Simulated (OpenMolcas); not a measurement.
# One shape, several levels: SnGeH6 (SMILES [GeH3][SnH3])

Aim: a comparison of 5 runs (HF/def2-SVP, M06-2X/def2-SVP, PBE/def2-SVP, TPSS/def2-SVP, r2SCAN/def2-SVP) of SnGeH6. 

The calculation is run with OpenMolcas 26.06.

## (1) The system as given

The species is SnGeH6 (8 atoms), meant as a singlet with charge 0. As SMILES, `[GeH3][SnH3]`. The shape is that of a PBE0-D4/def2-TZVP optimisation.

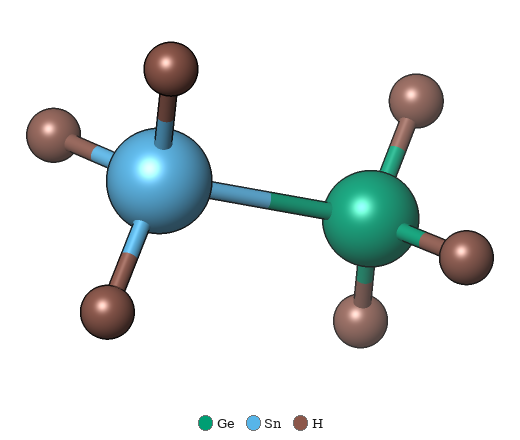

The structure, seen from a chosen angle (germanium teal, tin blue, hydrogen brown).

## (2) Energy and forces at HF/def2-SVP (core potential) (run 1)

coord.xyz

```xyz
8

Ge    -0.754100     0.285800    -1.041300
Sn     0.751500    -0.290300     0.992300
H     -1.830800     1.307300    -0.639500
H     -1.453400    -0.978600    -1.567000
H      0.087500     0.886500    -2.179300
H     -0.187600    -0.932800     2.265200
H      1.931000    -1.444200     0.553800
H      1.547900     1.109100     1.560100
```

run.inp

```
&gateway
 baslib
 $CurrDir
 coord
 coord.xyz
 basis
 def2-SVP
 group
 NoSym

&seward

&scf
 thresholds
 1e-10 1e-07 1e-07 1e-05
 prorbitals
 1 1

&alaska
```

The basis set def2-SVP is read from a file made from the Basis Set Exchange's data (not shown).

The run is started by

```sh
$ export MOLCAS_MEM=1860
$ pymolcas run.inp > run.log
```

What it wrote:

```text
--- Start Module: gateway ---
[...]
--- Stop Module: gateway /rc=_RC_ALL_IS_WELL_ ---
[...]
      Basis functions           88
[...]
--- Start Module: scf ---
[...]
       Convergence after  11 Iterations
[...]
::    Total SCF energy                              -2291.9158246290
[...]
      Total spin, S                                     0.0000000000
[...]
      Total electronic charge=   60.000000
      Total            charge=   -0.000000
[...]
      Dipole Moment (debye):
      Origin of the operator (angstrom)=    0.1724   -0.0687    0.2101
                   X= -5.5987E-02               Y=  2.1482E-02               Z= -7.7289E-02           Total=  9.7825E-02
      Quadrupole Moment (debye*angstrom):
[...]
--- Stop Module: scf /rc=_RC_ALL_IS_WELL_ ---
[...]
--- Start Module: alaska ---
[...]
 *              Molecular gradients               *
 **************************************************
  Irreducible representation: a
 ------------------------------------------------------------------------------------------
                              X                       Y                       Z
 ------------------------------------------------------------------------------------------
  GE1               4.98807145073421E-03   -1.93199015249323E-03    6.77259586796453E-03
  SN2              -3.86806426164021E-03    1.49133523798550E-03   -5.25736269534605E-03
  H3               -4.26817088638565E-04    4.52162123617761E-04    3.28890284102767E-04
  H4               -2.30404743744028E-04   -6.41937080403387E-04   -1.27397737681445E-04
  H5                5.07110048134862E-04    2.59835743328996E-04   -4.09861006510859E-04
  H6                6.49673836198517E-04    5.25629984748921E-04   -1.05912113853712E-03
  H7               -9.58078212173419E-04    8.94127110032450E-04    2.64416161724124E-04
  H8               -6.61491028885575E-04   -1.04916296677482E-03   -5.12159735800655E-04
[...]
--- Stop Module: alaska /rc=_RC_ALL_IS_WELL_ ---
[...]
```

Wall time 7.2 s (1 thread of Intel Xeon 6975P-C (Granite Rapids), shared host); peak memory 0.48 GiB.

## (3) Energy and forces at M06-2X/def2-SVP (core potential) (run 2)

calc.input

```
&GATEWAY
  BASLIB
  $CurrDir
  COORD
  8
  angstrom
  Ge      -0.754100       0.285800      -1.041300
  Sn       0.751500      -0.290300       0.992300
  H       -1.830800       1.307300      -0.639500
  H       -1.453400      -0.978600      -1.567000
  H        0.087500       0.886500      -2.179300
  H       -0.187600      -0.932800       2.265200
  H        1.931000      -1.444200       0.553800
  H        1.547900       1.109100       1.560100
  BASIS
  def2-SVP
  GROUP
  NoSym

&SEWARD
  GRIDINPUT
  Grid=UltraFine
  End of Grid

&SCF
  KSDFT
  M062X
  THRESHOLDS
  1e-10 1e-07 1e-07 1e-05
  PRORBITALS
  1 1

&ALASKA
```

The basis set def2-SVP is read from a file made from the Basis Set Exchange's data (not shown).

The run is started by

```sh
$ export MOLCAS_MEM=1860
$ pymolcas calc.input > calc.log
```

What it wrote:

```text
--- Start Module: gateway ---
[...]
--- Stop Module: gateway /rc=_RC_ALL_IS_WELL_ ---
[...]
      Basis functions           88
[...]
--- Start Module: scf ---
[...]
       Convergence after  12 Iterations
[...]
::    Total KS-DFT energy                           -2294.5275838351
[...]
      Total spin, S                                     0.0000000000
[...]
      Total electronic charge=   60.000000
      Total            charge=   -0.000000
[...]
      Dipole Moment (debye):
      Origin of the operator (angstrom)=    0.1724   -0.0687    0.2101
                   X= -3.1991E-02               Y=  1.2304E-02               Z= -4.4714E-02           Total=  5.6339E-02
      Quadrupole Moment (debye*angstrom):
[...]
--- Stop Module: scf /rc=_RC_ALL_IS_WELL_ ---
[...]
--- Start Module: alaska ---
[...]
 *              Molecular gradients               *
 **************************************************
  Irreducible representation: a
 ------------------------------------------------------------------------------------------
                              X                       Y                       Z
 ------------------------------------------------------------------------------------------
  GE1               1.75979601238652E-03   -6.27101238621641E-04    2.34643088070996E-03
  SN2              -8.00815299072610E-04    3.53587310764958E-04   -1.14965672355538E-03
  H3                1.66070362517878E-03   -1.64645097091132E-03   -6.76053653690722E-04
  H4                1.05790358903590E-03    2.07189747831560E-03    7.81411338911298E-04
  H5               -1.36551799741280E-03   -9.98093855247184E-04    1.77864562034458E-03
  H6                2.57213630396436E-03    1.56224415341377E-03   -3.10282525060934E-03
  H7               -2.91484364173078E-03    2.89630873257218E-03    1.32541510966089E-03
  H8               -1.96936259250124E-03   -3.61239161025484E-03   -1.30336732171266E-03
[...]
--- Stop Module: alaska /rc=_RC_ALL_IS_WELL_ ---
[...]
```

Run time: 25 s. Hardware: 1 thread of Intel Xeon 6975P-C (Granite Rapids), shared host; peak memory 0.48 GiB.

Runs 3 to 4 aren't shown in full; the table further down has their settings and results.

## (4) Energy and gradient at r2SCAN/def2-SVP (core potential) (run 5)

geom.xyz

```xyz
8

Ge    -0.754100     0.285800    -1.041300
Sn     0.751500    -0.290300     0.992300
H     -1.830800     1.307300    -0.639500
H     -1.453400    -0.978600    -1.567000
H      0.087500     0.886500    -2.179300
H     -0.187600    -0.932800     2.265200
H      1.931000    -1.444200     0.553800
H      1.547900     1.109100     1.560100
```

run.inp

```
* GeH6Sn Kohn-Sham DFT
>>> EXPORT MOLCAS_PRINT=2

&GATEWAY
 BasLib = $CurrDir
 Coord = geom.xyz
 Basis = def2-SVP
 Group = NoSym

&SEWARD
 GridInput
 Grid=UltraFine
 End of Grid

&SCF
 KSDFT = 2
 1.0 MGGA_X_R2SCAN
 1.0 MGGA_C_R2SCAN
 Thresholds = 1e-10 1e-07 1e-07 1e-05
 PrOrbitals = 1 1

&ALASKA
```

The basis set def2-SVP is read from a file made from the Basis Set Exchange's data (not shown).

The run is started by

```sh
$ export MOLCAS_MEM=1860
$ pymolcas run.inp > run.log
```

What it wrote:

```text
--- Start Module: gateway ---
[...]
--- Stop Module: gateway /rc=_RC_ALL_IS_WELL_ ---
[...]
      Basis functions           88
[...]
--- Start Module: scf ---
[...]
       Convergence after  13 Iterations
[...]
::    Total KS-DFT energy                           -2294.6851155667
[...]
      Total spin, S                                     0.0000000000
[...]
      Total electronic charge=   60.000000
      Total            charge=   -0.000000
[...]
      Dipole Moment (debye):
      Origin of the operator (angstrom)=    0.1724   -0.0687    0.2101
                   X= -4.5317E-02               Y=  1.7394E-02               Z= -6.2426E-02           Total=  7.9077E-02
      Quadrupole Moment (debye*angstrom):
[...]
--- Stop Module: scf /rc=_RC_ALL_IS_WELL_ ---
[...]
--- Start Module: alaska ---
[...]
 *              Molecular gradients               *
 **************************************************
  Irreducible representation: a
 ------------------------------------------------------------------------------------------
                              X                       Y                       Z
 ------------------------------------------------------------------------------------------
  GE1               2.66893413455094E-04   -1.37456614631937E-04    4.21150546962679E-04
  SN2               5.48029408363959E-04   -2.11866435810393E-04    7.25269976243226E-04
  H3               -8.38626556101119E-05    1.86401420410931E-04    3.27348877757760E-04
  H4                2.19090487481033E-05   -3.86350840250849E-04    1.01134137274972E-04
  H5                3.70511993203593E-04    1.08137369827066E-04   -4.77465307691105E-05
  H6                8.41974816930158E-04    6.54284952509521E-04   -1.28895403108498E-03
  H7               -1.17067907369739E-03    1.12044817215784E-03    3.64826014692343E-04
  H8               -7.94776951372089E-04   -1.33359802420419E-03   -6.03028990942889E-04
[...]
--- Stop Module: alaska /rc=_RC_ALL_IS_WELL_ ---
[...]
```

Wall time 29 s (1 thread of Intel Xeon 6975P-C (Granite Rapids), shared host); peak memory 0.48 GiB.

## (5) Overview of the runs

| run | level | integration grid | energy (Eh) | dipole moment (D) | HOMO energy (eV) | LUMO energy (eV) | wall time |
| --- | --- | --- | --- | --- | --- | --- | --- |
| 1 | HF/def2-SVP (core potential) | – | -2291.915825 | 0.10 | -10.28 | 3.28 | 7.2 s |
| 2 | M06-2X/def2-SVP (core potential) | UltraFine | -2294.527584 | 0.06 | -8.86 | 1.05 | 25 s |
| 3 | PBE/def2-SVP (core potential) | UltraFine | -2294.275055 | 0.10 | -6.85 | -0.72 | 21 s |
| 4 | TPSS/def2-SVP (core potential) | UltraFine | -2294.518386 | 0.10 | -7.01 | -0.56 | 29 s |
| 5 | r2SCAN/def2-SVP (core potential) | UltraFine | -2294.685116 | 0.08 | -7.14 | -0.43 | 29 s |

## (6) Outcome

```
                       quantity           value
            run 5: total energy  -2294.68512 Eh
           run 5: dipole moment          0.08 D
             run 5: HOMO energy        -7.14 eV
             run 5: LUMO energy        -0.43 eV
           run 5: HOMO–LUMO gap         6.71 eV
run 5: largest force on an atom      0.086 eV/Å
```

The dipole moment (its size) runs from 0.06 D (M06-2X/def2-SVP) to 0.10 D (PBE/def2-SVP). The HOMO–LUMO gap runs from 6.13 eV (PBE/def2-SVP) to 13.56 eV (HF/def2-SVP). Exact exchange widens orbital gaps. Totals of different functionals can't be ranked against each other. All runs together took 1.9 min, the longest 29 s.
